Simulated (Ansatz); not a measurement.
**SiHBr (triplet): the correlation ladder, cc-pVDZ**

How much of the correlation energy of SiHBr (triplet) does each wave-function method recover here?

The runs use Ansatz 0.2.0, Gaussian basis; cc-pVDZ, core rule «outside noble gas», up to 19 orbitals frozen.

Plan: UHF; CCSD(T) on ROHF; CCSD(T) on UHF; BCCD(T) on ROHF; CISD; CCSDT(Q) on ROHF; CCSDT(Q) on UHF; CASSCF and MRCISD+Q, 12 electrons in 9 orbitals; CASSCF and NEVPT2, 12 electrons in 9 orbitals.

21 further runs of the same task are left out: 11 that didn't finish, 10 set aside as unsound or not needed.

## 1. The system

The geometry is a PBE0/def2-TZVP stationary point (not a proven minimum) of the parent state, kept for this charge and spin. No spin-orbit coupling is included. The filled d shell of Br may be among the frozen orbitals whatever the setting's name suggests; the logs give the count.

3 atoms, charge 0, spin multiplicity 3.

Atoms are counted from 1 here; the program's logs count them from 0.

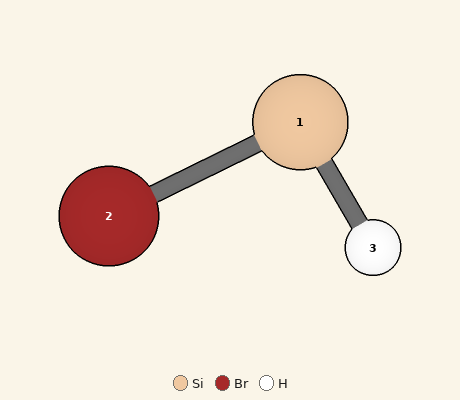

The geometry (silicon light orange, bromine red, hydrogen white); atoms are numbered from 1 in the order of the file.

In the tables R marks a restricted open-shell determinant and U an unrestricted one; 'valence' is the active space of 12 electrons in 9 orbitals; energies count from the table's Hartree-Fock row.

## 2. UHF

Contents of in.yaml:

```yaml
crystal:
  periodic: [false, false, false]
  atoms:
    - {symbol: Si, position_ang: [0.000000, -0.096101, 1.642041]}
    - {symbol: Br, position_ang: [0.000000, 0.015864, -0.600171]}
    - {symbol: H, position_ang: [0.000000, 1.420182, 1.824017]}
basis:
  gaussian: {orbitals: cc-pVDZ}
magnetization: {spin_polarized: true, initial_magnetization: 2}
hamiltonian: {xc: hf}
output: {orbitals: {seedname: orbitals}}
```

On the command line:

```
$ ansatz run in.yaml --threads 1 --pin off --events-out ev --progress --plain --max-ram 2393MiB
```

Output:

```text
Functional definition: HF
  name "HF"
  cite "Fock, Z. Phys. 61, 126 (1930) doi:10.1007/BF01340294"
  parent pbe
  exchange = exact_x
  correlation = 0
543 factors; integrals over basis functions are off by at most 1.3e-3 eV
mean field evaluation 1: about -77874.0539 eV, gradient 7.6e0 eV
mean field evaluation 2: about -77874.0573 eV, gradient 7.6e0 eV
mean field evaluation 4: about -77874.9425 eV, gradient 1.8e0 eV
mean field evaluation 8: about -77875.0457 eV, gradient 8.2e-2 eV
mean field -77875.04587174 eV, -2861.8551501846 hartree, gradient 1.5e-5 eV, S^2 2.007780; 0 other end points of the search recorded, 0 dependent functions left out
reference -77875.04587174 eV, -2861.8551501846 hartree; 26, 24 occupied and 24, 26 virtual orbitals, 543 factors
Total energy: -77875.04587174 eV, -2861.8551501846 hartree
```

It took 0.66 s on 1 thread of Arm Neoverse V2, shared host.

From the report: ⟨S²⟩ of the determinant 2.008 (pure triplet: 2.00).

## 3. CCSD(T) on ROHF

in.yaml: that of step 2 with these lines changed.

```diff
@@ -8,4 +8,3 @@
   gaussian: {orbitals: cc-pVDZ}
-magnetization: {spin_polarized: true, initial_magnetization: 2}
-hamiltonian: {xc: hf}
-output: {orbitals: {seedname: orbitals}}
+magnetization: {spin_polarized: false, initial_magnetization: 2}
+correlation: {method: ccsd_t, electrons: outside_noble_gas}
```

Launched as before.

Output (excerpt; [...] marks lines left out):

```text
Functional definition: HF
  name "HF"
  cite "Fock, Z. Phys. 61, 126 (1930) doi:10.1007/BF01340294"
  parent pbe
[...]
543 factors; integrals over basis functions are off by at most 1.3e-3 eV
[...]
mean field -77874.98243383 eV, -2861.8528188842 hartree, gradient 3.3e-6 eV, S^2 2.000000; 2 other end points of the search recorded, 0 dependent functions left out
[...]
determinant -77874.98243383 eV, -2861.8528188842 hartree, with singles and doubles -77880.59010938 eV, -2862.0588971599 hartree
determinant -77871.88473297 eV, -2861.7389804774 hartree, with singles and doubles -77877.65746554 eV, -2861.9511244864 hartree
determinant -77871.79804265 eV, -2861.7357946669 hartree, with singles and doubles -77877.76590455 eV, -2861.9551095464 hartree
19 core orbitals not correlated: weight in the atoms' cores, before any rotation towards them, 1.000 or more for the frozen orbitals, at most 0.000 for the correlated occupied ones
reference -77874.98243383 eV, -2861.8528188842 hartree; 7, 5 occupied and 24, 26 virtual orbitals, 543 factors
second order -4.84427769 eV of doubles, -0.03942031 eV of singles
cycle   1  -5.60819297 eV  change   -5.2e-4 eV  update   2.0e-3
[...]
cycle   8  -5.60953784 eV  change    5.6e-6 eV  update   4.8e-6
perturbative correction -0.14286273 eV, -0.0052501084 hartree
Total energy: -77880.73483439 eV, -2862.0642157059 hartree
```

It took 2.2 s on 1 thread of Arm Neoverse V2, shared host.

From the report: correlation -5.7524 eV; T1 0.030; largest double amplitude 0.03.

## 4. CCSD(T) on UHF

in.yaml: that of step 3 with these lines changed.

```diff
@@ -8,3 +8,3 @@
   gaussian: {orbitals: cc-pVDZ}
-magnetization: {spin_polarized: false, initial_magnetization: 2}
+magnetization: {spin_polarized: true, initial_magnetization: 2}
 correlation: {method: ccsd_t, electrons: outside_noble_gas}
```

Launched as before.

Output (excerpt; [...] marks lines left out):

```text
Functional definition: HF
  name "HF"
  cite "Fock, Z. Phys. 61, 126 (1930) doi:10.1007/BF01340294"
  parent pbe
[...]
543 factors; integrals over basis functions are off by at most 1.3e-3 eV
[...]
mean field -77875.04587174 eV, -2861.8551501846 hartree, gradient 2.4e-6 eV, S^2 2.007780; 2 other end points of the search recorded, 0 dependent functions left out
determinant -77875.04587174 eV, -2861.8551501846 hartree, with singles and doubles -77880.59187031 eV, -2862.0589618729 hartree
determinant -77872.12167995 eV, -2861.7476881182 hartree, with singles and doubles -77877.66517795 eV, -2861.9514079121 hartree
determinant -77871.81359893 eV, -2861.7363663496 hartree, with singles and doubles -77877.45585067 eV, -2861.9437152765 hartree
19 core orbitals not correlated: weight in the atoms' cores, before any rotation towards them, 1.000 or more for the frozen orbitals, at most 0.000 for the correlated occupied ones
reference -77875.04587174 eV, -2861.8551501846 hartree; 7, 5 occupied and 24, 26 virtual orbitals, 543 factors
second order -4.83144818 eV of doubles, -0.00000000 eV of singles
cycle   1  -5.54641475 eV  change   -4.2e-4 eV  update   1.9e-3
[...]
cycle   7  -5.54757864 eV  change    2.8e-6 eV  update   1.2e-5
perturbative correction -0.14164034 eV, -0.0052051866 hartree
Total energy: -77880.73509073 eV, -2862.0642251260 hartree
```

Run time: 2.3 s. Hardware: 1 thread of Arm Neoverse V2, shared host.

From the report: ⟨S²⟩ of the determinant 2.008 (pure triplet: 2.00); correlation -5.6892 eV; T1 0.024; largest double amplitude 0.03.

## 5. BCCD(T) on ROHF

in.yaml: that of step 4 with these lines changed.

```diff
@@ -8,3 +8,3 @@
   gaussian: {orbitals: cc-pVDZ}
-magnetization: {spin_polarized: true, initial_magnetization: 2}
-correlation: {method: ccsd_t, electrons: outside_noble_gas}
+magnetization: {spin_polarized: false, initial_magnetization: 2}
+correlation: {method: bccd_t, electrons: outside_noble_gas}
```

The command is unchanged.

Output (excerpt; [...] marks lines left out):

```text
Functional definition: HF
  name "HF"
  cite "Fock, Z. Phys. 61, 126 (1930) doi:10.1007/BF01340294"
  parent pbe
[...]
543 factors; integrals over basis functions are off by at most 1.3e-3 eV
[...]
mean field -77874.98243383 eV, -2861.8528188842 hartree, gradient 3.3e-6 eV, S^2 2.000000; 2 other end points of the search recorded, 0 dependent functions left out
[...]
determinant -77874.98243383 eV, -2861.8528188842 hartree, with singles and doubles -77880.59010938 eV, -2862.0588971599 hartree
determinant -77871.88473297 eV, -2861.7389804774 hartree, with singles and doubles -77877.65746554 eV, -2861.9511244864 hartree
determinant -77871.79804265 eV, -2861.7357946669 hartree, with singles and doubles -77877.76590455 eV, -2861.9551095464 hartree
19 core orbitals not correlated: weight in the atoms' cores, before any rotation towards them, 1.000 or more for the frozen orbitals, at most 0.000 for the correlated occupied ones
reference -77874.98243383 eV, -2861.8528188842 hartree; 7, 5 occupied and 24, 26 virtual orbitals, 543 factors
second order -4.84427769 eV of doubles, -0.03942031 eV of singles
cycle   1  -5.60273511 eV  change    4.9e-3 eV  update   1.3e-2
[...]
cycle   9  -5.59873923 eV  change    6.2e-6 eV  update   1.3e-5
perturbative correction -0.15366491 eV, -0.0056470812 hartree
Total energy: -77880.73483797 eV, -2862.0642158373 hartree
```

Wall time 2.4 s (1 thread of Arm Neoverse V2, shared host).

From the report: correlation -5.7524 eV; largest double amplitude 0.03.

## 6. CISD

in.yaml: that of step 5 with these lines changed.

```diff
@@ -9,2 +9,2 @@
 magnetization: {spin_polarized: false, initial_magnetization: 2}
-correlation: {method: bccd_t, electrons: outside_noble_gas}
+correlation: {active_space: {ras: {orbitals: [5, 2, 24], electrons: 12, max_holes: 2, max_particles: 2}, fixed_orbitals: true}}
```

Launched as before.

Output:

```text
Functional definition: HF
  name "HF"
  cite "Fock, Z. Phys. 61, 126 (1930) doi:10.1007/BF01340294"
  parent pbe
  exchange = exact_x
  correlation = 0
543 factors; integrals over basis functions are off by at most 1.3e-3 eV
mean field evaluation 1: about -77874.0444 eV, gradient 9.3e0 eV
mean field evaluation 2: about -77874.0475 eV, gradient 9.3e0 eV
mean field evaluation 4: about -77874.9030 eV, gradient 2.1e0 eV
mean field evaluation 8: about -77874.9824 eV, gradient 1.4e-3 eV
mean field -77874.98243383 eV, -2861.8528188842 hartree, gradient 3.3e-6 eV, S^2 2.000000; 0 other end points of the search recorded, 0 dependent functions left out
reference -77874.98243383 eV, -2861.8528188842 hartree; 26, 24 occupied and 24, 26 virtual orbitals, 543 factors
state -77880.18389586 eV, -2862.0439690882 hartree
Total energy: -77880.18389586 eV, -2862.0439690882 hartree
```

Run time: 2 s. Hardware: 1 thread of Arm Neoverse V2, shared host.

From the report: 64,178 determinants.

## 7. CCSDT(Q) on ROHF

in.yaml: that of step 6 with these lines changed.

```diff
@@ -9,2 +9,2 @@
 magnetization: {spin_polarized: false, initial_magnetization: 2}
-correlation: {active_space: {ras: {orbitals: [5, 2, 24], electrons: 12, max_holes: 2, max_particles: 2}, fixed_orbitals: true}}
+correlation: {method: ccsdt_q, electrons: outside_noble_gas}
```

Launched as before.

Output (excerpt; [...] marks lines left out):

```text
Functional definition: HF
  name "HF"
  cite "Fock, Z. Phys. 61, 126 (1930) doi:10.1007/BF01340294"
  parent pbe
[...]
956 factors; integrals over basis functions are off by at most 2.0e-7 eV
[...]
mean field -77874.98253275 eV, -2861.8528225197 hartree, gradient 4.6e-6 eV, S^2 2.000000; 2 other end points of the search recorded, 0 dependent functions left out
determinant -77874.98253275 eV, -2861.8528225197 hartree, with singles and doubles -77880.59019881 eV, -2862.0589004463 hartree
determinant -77871.88484120 eV, -2861.7389844547 hartree, with singles and doubles -77877.65758402 eV, -2861.9511288404 hartree
determinant -77871.79814826 eV, -2861.7357985481 hartree, with singles and doubles -77877.76601987 eV, -2861.9551137844 hartree
19 core orbitals not correlated: weight in the atoms' cores, before any rotation towards them, 1.000 or more for the frozen orbitals, at most 0.000 for the correlated occupied ones
reference -77874.98253275 eV, -2861.8528225197 hartree; 7, 5 occupied and 24, 26 virtual orbitals, 956 factors
second order -4.84428060 eV of doubles, -0.03942072 eV of singles
cycle   1  -5.36771978 eV  change   -4.8e-1 eV  update   7.6e-2
[...]
cycle  17  -5.77809666 eV  change    1.3e-6 eV  update   1.3e-6
perturbative correction -0.01009126 eV, -0.0003708470 hartree
Total energy: -77880.77072067 eV, -2862.0655345023 hartree
```

Run time: 17 s. Hardware: 1 thread of Arm Neoverse V2, shared host; peak memory 0.38 GiB.

From the report: correlation -5.7882 eV; T1 0.032; largest double amplitude 0.04.

## 8. CCSDT(Q) on UHF

in.yaml: that of step 7 with these lines changed.

```diff
@@ -8,3 +8,3 @@
   gaussian: {orbitals: cc-pVDZ}
-magnetization: {spin_polarized: false, initial_magnetization: 2}
+magnetization: {spin_polarized: true, initial_magnetization: 2}
 correlation: {method: ccsdt_q, electrons: outside_noble_gas}
```

Launched as before.

Output (excerpt; [...] marks lines left out):

```text
Functional definition: HF
  name "HF"
  cite "Fock, Z. Phys. 61, 126 (1930) doi:10.1007/BF01340294"
  parent pbe
[...]
956 factors; integrals over basis functions are off by at most 2.0e-7 eV
[...]
mean field -77875.04597135 eV, -2861.8551538449 hartree, gradient 7.8e-6 eV, S^2 2.007780; 2 other end points of the search recorded, 0 dependent functions left out
determinant -77875.04597135 eV, -2861.8551538449 hartree, with singles and doubles -77880.59195940 eV, -2862.0589651467 hartree
determinant -77872.12179168 eV, -2861.7476922243 hartree, with singles and doubles -77877.66530902 eV, -2861.9514127290 hartree
determinant -77871.81369975 eV, -2861.7363700548 hartree, with singles and doubles -77877.45594910 eV, -2861.9437188938 hartree
19 core orbitals not correlated: weight in the atoms' cores, before any rotation towards them, 1.000 or more for the frozen orbitals, at most 0.000 for the correlated occupied ones
reference -77875.04597135 eV, -2861.8551538449 hartree; 7, 5 occupied and 24, 26 virtual orbitals, 956 factors
second order -4.83145061 eV of doubles, -0.00000000 eV of singles
cycle   1  -5.31430251 eV  change   -4.8e-1 eV  update   7.5e-2
[...]
cycle  18  -5.71499900 eV  change    9.5e-7 eV  update   8.5e-7
perturbative correction -0.01179163 eV, -0.0004333344 hartree
Total energy: -77880.77276198 eV, -2862.0656095188 hartree
```

Wall time 15 s (1 thread of Arm Neoverse V2, shared host); peak memory 0.3 GiB.

From the report: ⟨S²⟩ of the determinant 2.008 (pure triplet: 2.00); correlation -5.7268 eV; T1 0.026; largest double amplitude 0.04.

## 9. CASSCF and MRCISD+Q, 12 electrons in 9 orbitals

Contents of in.yaml:

```yaml
crystal:
  periodic: [false, false, false]
  atoms:
    - {symbol: Si, position_ang: [0.000000, -0.096101, 1.642041]}
    - {symbol: Br, position_ang: [0.000000, 0.015864, -0.600171]}
    - {symbol: H, position_ang: [0.000000, 1.420182, 1.824017]}
basis:
  gaussian: {orbitals: cc-pVDZ}
magnetization: {spin_polarized: false, initial_magnetization: 2}
correlation: {method: fic_mrcisd_q, electrons: outside_noble_gas, active_space: {window: {electrons: 12, orbitals: 9}, shells: [{species: Br, l: s, shell: 4}, {species: Br, l: p, shell: 4}, {species: H, l: s, shell: 1}, {species: Si, l: s, shell: 3}, {species: Si, l: p, shell: 3}]}}
```

The command is unchanged.

Output (excerpt; [...] marks lines left out):

```text
Functional definition: HF
  name "HF"
  cite "Fock, Z. Phys. 61, 126 (1930) doi:10.1007/BF01340294"
  parent pbe
[...]
956 factors; integrals over basis functions are off by at most 2.0e-7 eV
[...]
mean field -77874.98253275 eV, -2861.8528225197 hartree, gradient 4.6e-6 eV, S^2 2.000000; 0 other end points of the search recorded, 0 dependent functions left out
reference -77874.98253275 eV, -2861.8528225197 hartree; 26, 24 occupied and 24, 26 virtual orbitals, 956 factors
state -77875.89146526 eV, -2861.8862251732 hartree
contracted CI cycle   1: correlation 0.00000000 eV, 0.0000000000 hartree, residual 1.63e1 eV
contracted CI cycle   2: correlation -4.30024146 eV, -0.1580309590 hartree, residual 2.94e0 eV
contracted CI cycle   3: correlation -4.45491427 eV, -0.1637150799 hartree, residual 6.19e-1 eV
contracted CI cycle   4: correlation -4.46208623 eV, -0.1639786444 hartree, residual 1.33e-1 eV
contracted CI cycle   5: correlation -4.46240128 eV, -0.1639902224 hartree, residual 2.88e-2 eV
contracted CI cycle   6: correlation -4.46241683 eV, -0.1639907937 hartree, residual 6.91e-3 eV
contracted CI cycle   7: correlation -4.46241772 eV, -0.1639908264 hartree, residual 1.66e-3 eV
contracted CI cycle   8: correlation -4.46241777 eV, -0.1639908282 hartree, residual 4.25e-4 eV
state -77875.89146526 eV, -2861.8862251732 hartree; corrected -77880.72264317 eV, -2862.0637676868 hartree
Total energy: -77880.72264317 eV, -2862.0637676868 hartree
Checks for a lower state left out: starts, orbital_swaps
```

Run time: 4.6 s. Hardware: 1 thread of Arm Neoverse V2, shared host; peak memory 0.34 GiB.

From the report: 3,528 determinants; active occupations 2.00, 2.00, 2.00, 1.98, 1.97, 1.01, 1.00, 0.03, 0.02.

## 10. CASSCF and NEVPT2, 12 electrons in 9 orbitals

Contents of in.yaml:

```yaml
crystal:
  periodic: [false, false, false]
  atoms:
    - {symbol: Si, position_ang: [0.000000, -0.096101, 1.642041]}
    - {symbol: Br, position_ang: [0.000000, 0.015864, -0.600171]}
    - {symbol: H, position_ang: [0.000000, 1.420182, 1.824017]}
basis:
  gaussian: {orbitals: cc-pVDZ}
magnetization: {spin_polarized: false, initial_magnetization: 2}
correlation: {method: sc_nevpt2, electrons: outside_noble_gas, active_space: {window: {electrons: 12, orbitals: 9}, shells: [{species: Br, l: s, shell: 4}, {species: Br, l: p, shell: 4}, {species: H, l: s, shell: 1}, {species: Si, l: s, shell: 3}, {species: Si, l: p, shell: 3}]}}
```

Launched as before.

Output:

```text
Functional definition: HF
  name "HF"
  cite "Fock, Z. Phys. 61, 126 (1930) doi:10.1007/BF01340294"
  parent pbe
  exchange = exact_x
  correlation = 0
956 factors; integrals over basis functions are off by at most 2.0e-7 eV
mean field evaluation 1: about -77874.0416 eV, gradient 9.3e0 eV
mean field evaluation 2: about -77874.0476 eV, gradient 9.3e0 eV
mean field evaluation 4: about -77874.9037 eV, gradient 2.1e0 eV
mean field evaluation 8: about -77874.9825 eV, gradient 1.4e-3 eV
mean field -77874.98253275 eV, -2861.8528225197 hartree, gradient 4.6e-6 eV, S^2 2.000000; 0 other end points of the search recorded, 0 dependent functions left out
reference -77874.98253275 eV, -2861.8528225197 hartree; 26, 24 occupied and 24, 26 virtual orbitals, 956 factors
state -77875.89146526 eV, -2861.8862251732 hartree
state -77875.89146526 eV, -2861.8862251732 hartree; corrected -77879.63509397 eV, -2862.0238009906 hartree
Total energy: -77879.63509397 eV, -2862.0238009906 hartree
Checks for a lower state left out: starts, orbital_swaps
```

It took 3.2 s on 1 thread of Arm Neoverse V2, shared host.

From the report: 3,528 determinants; active occupations 2.00, 2.00, 2.00, 1.98, 1.97, 1.01, 1.00, 0.03, 0.02.

## 11. Natural occupations

Natural occupations of the CASSCF valence state about the gap (report; correlated orbitals 3 to 9): 1.996, 1.980, 1.969, 1.005, 1.003, 0.027, 0.024. The count of effectively unpaired electrons, Σ n²(2 − n)², is 2.01; a single determinant of this spin has 2.

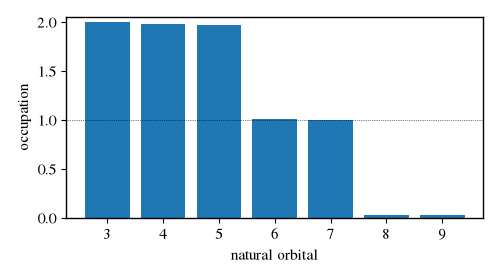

Natural occupations of the CASSCF valence state.

## 12. All levels against the top one

The yardstick is UCCSDT(Q), where the cluster series has nearly closed. Rows without a time come out of other runs: HF, MP2 and CCSD of CCSD(T), CCSDT of CCSDT(Q), CASSCF and MRCISD of the multireference runs.

Differences are taken before rounding.

| method | energy from the lowest RHF (kcal/mol) | from UCCSDT(Q) (kcal/mol) | time |
| --- | --- | --- | --- |
| RHF | 0.00 | +133.53 |  |
| UHF | -1.46 | +132.07 |  |
| RMP2 | -112.62 | +20.91 |  |
| UMP2 | -112.88 | +20.65 |  |
| CISD | -119.95 | +13.58 | 2 s |
| RCCSD | -129.36 | +4.17 |  |
| UCCSD | -129.39 | +4.14 |  |
| RCCSD(T) | -132.65 | +0.87 | 2.2 s |
| UCCSD(T) | -132.66 | +0.87 | 2.3 s |
| BCCD(T) | -132.65 | +0.87 | 2.4 s |
| RCCSDT | -133.25 | +0.28 |  |
| UCCSDT | -133.26 | +0.27 |  |
| RCCSDT(Q) | -133.48 | +0.05 | 17 s |
| UCCSDT(Q) | -133.53 | 0 | 15 s |
| CASSCF valence | -20.96 | +112.57 |  |
| NEVPT2 valence | -107.29 | +26.24 | 3.2 s |
| MRCISD valence | -123.87 | +9.66 |  |
| MRCISD+Q valence | -132.37 | +1.16 | 4.6 s |

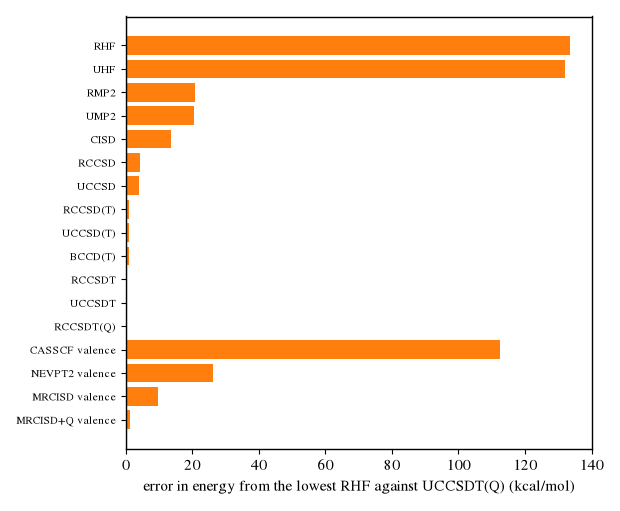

Deviations from UCCSDT(Q), method by method.

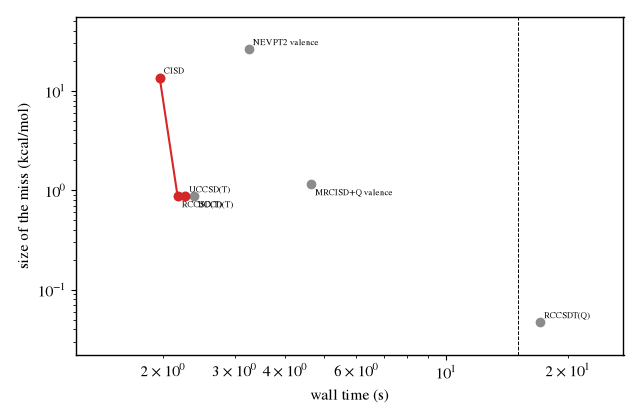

Accuracy for the time spent; red marks the levels that beat every quicker one drawn (of those quicker than the yardstick), and the dashed line is the time of UCCSDT(Q). Times are from a shared host.

## 13. Results

```
                         quantity                                                   value
   UCCSDT(Q) below the RHF energy                                              -5.7903 eV
              RMP2 from UCCSDT(Q)                                         +20.91 kcal/mol
              UMP2 from UCCSDT(Q)                                         +20.65 kcal/mol
             RCCSD from UCCSDT(Q)                                          +4.17 kcal/mol
          RCCSD(T) from UCCSDT(Q)                                          +0.87 kcal/mol
          UCCSD(T) from UCCSDT(Q)                                          +0.87 kcal/mol
         RCCSDT(Q) from UCCSDT(Q)                                          +0.05 kcal/mol
    NEVPT2 valence from UCCSDT(Q)                                         +26.24 kcal/mol
  MRCISD+Q valence from UCCSDT(Q)                                          +1.16 kcal/mol
levels within 1 kcal/mol (43 meV)  RCCSD(T), UCCSD(T), BCCD(T), RCCSDT, UCCSDT, RCCSDT(Q)
                    T1 diagnostic                                                   0.030
   effectively unpaired electrons                                                    2.01
```

In words: RCCSD(T) misses by +0.87 kcal/mol, 0.7 % of the correlation energy. One determinant dominates. Of the multireference levels listed MRCISD+Q valence comes nearest in total energy (+1.16 kcal/mol), which doesn't show that its space is the better one. These misses are within one basis, not against nature; the frozen cores of restricted and unrestricted runs differ, which can shift their rows.

For cost: UCCSD(T) gets within 0.87 kcal/mol in 2.3 s, where UCCSDT(Q) took 15 s; the quickest level in the cost chart, CISD, takes 2 s and misses by 13.58 kcal/mol.
